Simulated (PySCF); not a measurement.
# One shape, several levels: CH4AlBrO (SMILES C[O][AlH][Br])

Aim: a comparison of 6 runs (HF/STO-3G, TPSS/3-21G, B2PLYP/6-31G, B3LYP/6-31G*, SVWN5/6-311G**, B3LYP/pcseg-2) of CH4AlBrO. 

Program for the calculation: PySCF 2.14.0.

## (1) The molecule

CH4AlBrO has 8 atoms, charge 0, and is taken as a singlet. SMILES: `C[O][AlH][Br]`. The coordinates come from a PBE0-D4/def2-TZVP relaxation. This is one conformer, not always the lowest.

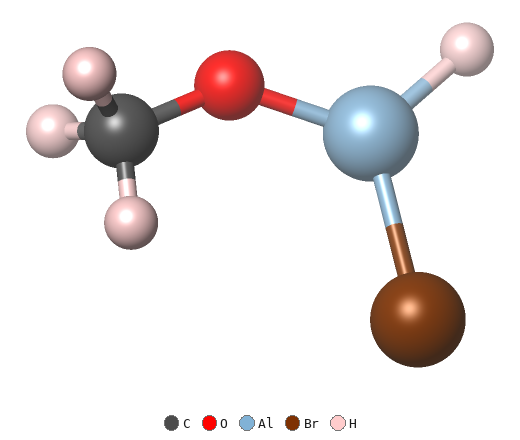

Viewed from a chosen angle; carbon dark grey, oxygen red, aluminium light blue, bromine brown, hydrogen pink.

## (2) Energy and gradient at HF/STO-3G (run 1)

Contents of job.py:

```python
# C[O][AlH][Br]
from pyscf import gto, scf

system = gto.M(
    atom='''
C   -0.838000   0.779700   0.579000
O    0.368000   0.069400   0.585200
Al   1.198300  -0.931700  -0.465700
Br   0.293600  -1.375800  -2.484700
H   -1.478500   0.431000   1.394800
H   -0.641600   1.845000   0.733000
H   -1.384700   0.662100  -0.363300
H    2.575000  -1.536800  -0.034000
''',
    verbose=4,
    max_memory=1860,
    spin=0,
    basis='sto-3g',
)

mf = scf.RHF(system)
mf.conv_tol = 1e-10
mf.kernel()
if not mf.converged:
    mf = mf.newton().run(mf.mo_coeff, mf.mo_occ)

e_final = mf.e_tot
print(f'total energy: {e_final:.8f} hartree')
grad = mf.nuc_grad_method().kernel()
mf.analyze()
```

On the command line:

```
$ OMP_NUM_THREADS=1 python job.py
```

What it wrote:

```text
PySCF version 2.14.0

[... 77 lines left out ...]
Nuclear Repulsion Energy =             292.170702790210328
[... 10 lines left out ...]
MO #5   energy= -57.6581585759733  occ= 2
[... 8 lines left out ...]
MO #14  energy= -3.01691299573407  occ= 2
[... 8 lines left out ...]
MO #23  energy= -0.866406916097226 occ= 2
[... 8 lines left out ...]
MO #32  energy= -0.292697605932531 occ= 2
[... 8 lines left out ...]
MO #41  energy= 0.813065122511764  occ= 0
[... 52 lines left out ...]
Dipole moment(X, Y, Z, Debye):  0.62099,  0.46723,  1.71994
```

It took 3.3 s on 1 thread of Intel Xeon at 2.70GHz, shared host; peak memory 0.12 GiB.

## (3) Energy and forces at TPSS/3-21G (run 2)

Contents of calc.py:

```python
from pyscf import gto, dft

mol = gto.M(
    atom=[
    ('C', (-0.838000, 0.779700, 0.579000)),
    ('O', (0.368000, 0.069400, 0.585200)),
    ('Al', (1.198300, -0.931700, -0.465700)),
    ('Br', (0.293600, -1.375800, -2.484700)),
    ('H', (-1.478500, 0.431000, 1.394800)),
    ('H', (-0.641600, 1.845000, 0.733000)),
    ('H', (-1.384700, 0.662100, -0.363300)),
    ('H', (2.575000, -1.536800, -0.034000)),
],
    verbose=4,
    spin=0,
    max_memory=1860,
    basis='3-21g',
)

ks = dft.RKS(mol)
ks.xc = 'tpss'
ks.grids.level = 5
ks.conv_tol = 1e-10
ks.kernel()
if not ks.converged:
    ks = ks.newton().run(ks.mo_coeff, ks.mo_occ)

etot = ks.e_tot
print('E(%s) = %.9f' % ('TPSS', etot))
grad = ks.nuc_grad_method().kernel()
dip = ks.dip_moment()
pop, q = ks.mulliken_pop()
```

On the command line:

```
$ OMP_NUM_THREADS=1 python calc.py
```

What it wrote:

```text
PySCF version 2.14.0

[... 79 lines left out ...]
converged SCF energy = -2917.96486104994
[... 13 lines left out ...]
Dipole moment(X, Y, Z, Debye): -0.80682,  1.05452,  1.19153
[... 70 lines left out ...]
charge of    7H =     -0.17444
```

It took 38 s on 1 thread of Intel Xeon at 2.70GHz, shared host; peak memory 0.62 GiB.

Runs 3 to 5 aren't shown in full; the table further down has their settings and results.

## (4) Energy and forces at B3LYP/pcseg-2 (run 6)

Contents of input.py:

```python
# C[O][AlH][Br]
import pyscf.grad
from pyscf import gto, dft

mol = gto.Mole()
mol.atom = '''
C   -0.838000   0.779700   0.579000
O    0.368000   0.069400   0.585200
Al   1.198300  -0.931700  -0.465700
Br   0.293600  -1.375800  -2.484700
H   -1.478500   0.431000   1.394800
H   -0.641600   1.845000   0.733000
H   -1.384700   0.662100  -0.363300
H    2.575000  -1.536800  -0.034000
'''
mol.max_memory = 1860
mol.basis = 'pcseg-2'
mol.verbose = 4
mol.build()

myscf = dft.RKS(mol)
myscf.xc = 'b3lyp'
myscf.grids.level = 5
myscf.conv_tol = 1e-10
myscf.kernel()
if not myscf.converged:
    myscf = myscf.newton().run(myscf.mo_coeff, myscf.mo_occ)

etot = myscf.e_tot
print('E = %.10f Eh' % etot)
grad = myscf.Gradients().kernel()
myscf.analyze()
```

On the command line:

```
$ OMP_NUM_THREADS=1 python input.py
```

What it wrote:

```text
PySCF version 2.14.0

[... 123 lines left out ...]
MO #23  energy= -0.76992708972514  occ= 2
[... 33 lines left out ...]
MO #57  energy= 0.363540879458436  occ= 0
[... 33 lines left out ...]
MO #91  energy= 1.34330993187882   occ= 0
[... 33 lines left out ...]
MO #125 energy= 2.45784068687988   occ= 0
[... 33 lines left out ...]
MO #159 energy= 4.42211952756529   occ= 0
[... 33 lines left out ...]
MO #193 energy= 10.5547208273446   occ= 0
[... 204 lines left out ...]
Dipole moment(X, Y, Z, Debye): -0.40353,  0.60130,  0.74929
```

It took 5.2 min on 1 thread of Intel Xeon at 2.70GHz, shared host; peak memory 2.9 GiB.

## (5) Overview of the runs

```
run                               level  integration grid      task   energy (Eh)  dipole moment (D)  HOMO energy (eV)  LUMO energy (eV)  wall time
  1                           HF/STO-3G                 –  gradient  -2897.368159               1.89             -7.90              8.62      3.3 s
  2                          TPSS/3-21G                 5  gradient  -2917.964861               1.78             -6.70             -1.36       38 s
  3                        B2PLYP/6-31G                 5    energy  -2931.264895               1.38             -9.57             -0.04       23 s
  4  B3LYP/6-31G* (Cartesian functions)                 5  gradient  -2932.157136               1.31             -8.02             -0.96       53 s
  5                      SVWN5/6-311G**                 5  gradient  -2926.914460               1.33             -7.05             -1.82       43 s
  6                       B3LYP/pcseg-2                 5  gradient  -2932.593988               1.04             -8.20             -1.12    5.2 min
```

## (6) Summary of results

```
                       quantity           value
            run 6: total energy  -2932.59399 Eh
           run 6: dipole moment          1.04 D
             run 6: HOMO energy        -8.20 eV
             run 6: LUMO energy        -1.12 eV
           run 6: HOMO–LUMO gap         7.08 eV
run 6: largest force on an atom      0.439 eV/Å
```

In words: The dipole moment (its size) runs from 1.04 D (B3LYP/pcseg-2) to 1.89 D (HF/STO-3G). The two ends differ in method and basis. The HOMO–LUMO gap runs from 5.23 eV (SVWN5/6-311G**) to 16.52 eV (HF/STO-3G). Totals of different functionals can't be ranked against each other. In run 1 the basis is minimal, so the values are rough. All runs together took 7.9 min, the longest 5.2 min.
